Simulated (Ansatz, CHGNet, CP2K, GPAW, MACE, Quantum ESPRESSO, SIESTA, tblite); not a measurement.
# Which run comes nearest? Random packing of Sn (61 atoms)

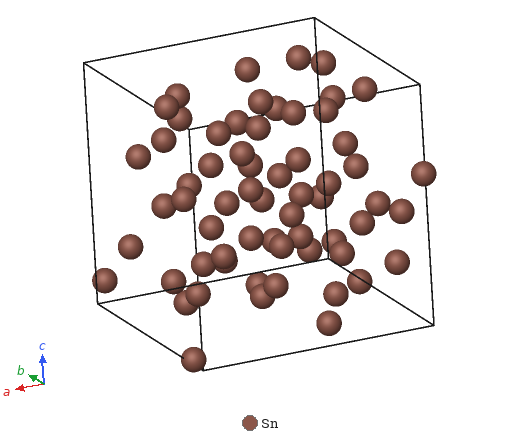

The cell (tin brown). Some periodic images of atoms are drawn too.

Density of this cell: 7.11 g/cm³. The cell holds 61 atoms: 61 Sn. Its edges and angles: a = 11.914 Å, b = 11.914 Å, c = 11.914 Å, α = 90.0°, β = 90.0°, γ = 90.0°. 61 atoms (61 Sn) packed at random in a cube at 7.11 g/cm³ and pushed apart as soft spheres; a start for melting by ab initio MD, not an equilibrated structure. Then every atom was moved at random, 0.05 Å r.m.s. a Cartesian component.

Geometry: as built.

The reference, a calculation:

| Item | Value |
| --- | --- |
| method | Kohn-Sham DFT, PBE, PAW, plane waves (Ansatz 0.2.0); cutoff 420 eV, Γ point, fermi-dirac smearing of 0.05 eV; PAW set soft_2 |
| r.m.s. force component | 1.178 eV/Å |
| longest force | 4.322 eV/Å |
| pressure | 15 GPa |
| SCF cycles | 10 |
| time | 16 s on 8 threads of Arm Neoverse V2, shared host |
| CPU time | 2 min |

Runs, in no order:
A. MACE MP-0b3 medium potential: machine-learned interatomic potential MACE MP-0b3 medium, trained on PBE(+U) plane-wave data
B. GPAW PBE, LCAO szp(dzp), h 0.2 Å: Kohn-Sham DFT, PBE, PAW, atomic orbitals (szp(dzp))
C. CP2K PBE, SZV-MOLOPT-SR, 350/50 Ry, diagonalisation: Kohn-Sham DFT, PBE, GTH-PBE pseudopotentials, Gaussian and plane waves, SZV-MOLOPT-SR-GTH, diagonalisation
D. CP2K PBE, DZVP-UZH, 350/50 Ry, diagonalisation: Kohn-Sham DFT, PBE, GTH-PBE pseudopotentials, Gaussian and plane waves, DZVP-MOLOPT (UZH set), diagonalisation

Q: Order them from the smallest to the largest r.m.s. force difference.

D, B, A, C.

```csv
run,"Δ force, r.m.s. (meV/Å)",share of r.m.s. force (%),CPU time
"D. CP2K PBE, DZVP-UZH, 350/50 Ry, diagonalisation",59.9,5.09,3.1 min
"B. GPAW PBE, LCAO szp(dzp), h 0.2 Å",147,12.5,3.1 min
A. MACE MP-0b3 medium potential,236,20.0,6.1 s
"C. CP2K PBE, SZV-MOLOPT-SR, 350/50 Ry, diagonalisation",339,28.8,2.2 min
```

Machine-learned potentials mimic data converged in k, so the reference's own k-point error enters their differences. The electronic-structure runs sample only Γ, in a cell whose shortest periodic width is 12 Å, which is coarse for a cell with partly filled levels.

[Logs are printed without paths, hosts, clocks, repeated set-up lines and the standing remarks that a program may print on its own settings, such as how far it seeks lower states.]

[Hosts, paths, dates, database ids (printed as entryN), source tags and the programs' standing remarks are cut or masked in the printed files.]
